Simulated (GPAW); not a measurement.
# Surface energy and work function of Ir(110) from slabs of 4 to 14 layers (RPBE)

How do energy and work function of Ir(110) films settle with thickness, and what surface energy follows?

**Method.** GPAW 26.7.0, plane waves at 450 eV with PAW setups; symmetric 1×1 slabs cut at the tabulated lattice constant (two decimals; low-temperature values for the alkali metals), atoms at bulk places, 7.5 Å of vacuum on each side, one in-plane mesh for all thicknesses, Fermi-Dirac smearing of 0.1 eV. Energies are extrapolated to zero smearing and count from the program's reference atoms. Functional RPBE. The cell's area is 10.427 Å².

The runs, one held back:

```
layers  energy (eV)  work function (eV)
     4     −31.2212                4.80
     5     −40.0681                4.83
     6     −48.8766                4.91
     7     −57.5944                4.87
     8     −66.3287                4.85
     9     −75.0419                4.94
    10     −83.7756                4.88
    11     −92.4848                4.88
    12    −101.2162                4.90
    14            ?                   ?
```

Q: What surface energy do these runs give, and what energy and work function should the 14-layer slab have?

A: A slab of n layers has E(n) = nε + 2Aγ once its middle is bulk-like. A line through n = 6 to 12 has the slope ε = −8.7231 eV a layer and the intercept 2Aγ = 3.4623 eV (r.m.s. residual 5.0 meV). So γ = 3.4623 / (2 × 10.427 Å²) = 0.1660 eV/Å² = 2.66 J/m², with a standard error of about 0.01 J/m² from the scatter about the line. For 14 layers: 3.4623 + 14 × (−8.7231) = −118.661 eV; the run gives −118.687 eV, 26.3 meV under the line. The work function has no such law: from 6 to 12 layers it moves between 4.85 and 4.94 eV (mean 4.89), and the 14-layer slab gives 4.87 eV. The thinnest slab, 4 layers, lies −0.09 eV from that mean. The values go up and down with thickness, as expected where levels confined across the film cross the Fermi level one by one. The measured value for this face is 5.42 eV (“Anisotropic work function of elemental crystals” (2019, arxiv:1902.07811)), for a face that reconstructs.

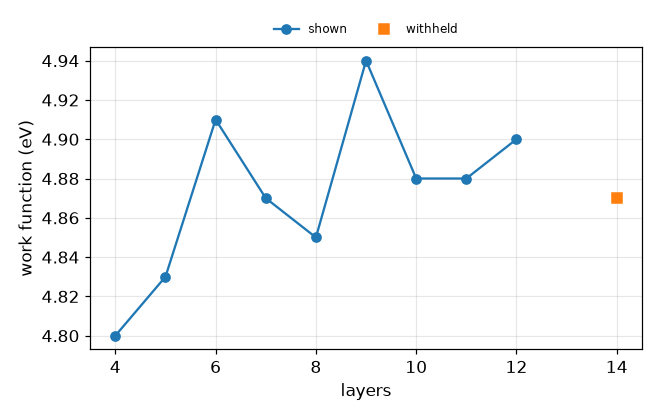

Work function against thickness.

Caveats: The surfaces are unrelaxed, so γ is an upper bound for this functional and lattice constant. The tabulated lattice constant isn't the functional's own, which strains the slab a little. Spin-orbit coupling is left out.

[Logs are printed without paths, hosts, clocks, repeated set-up lines and the standing remarks that a program may print on its own settings, such as how far it seeks lower states.]
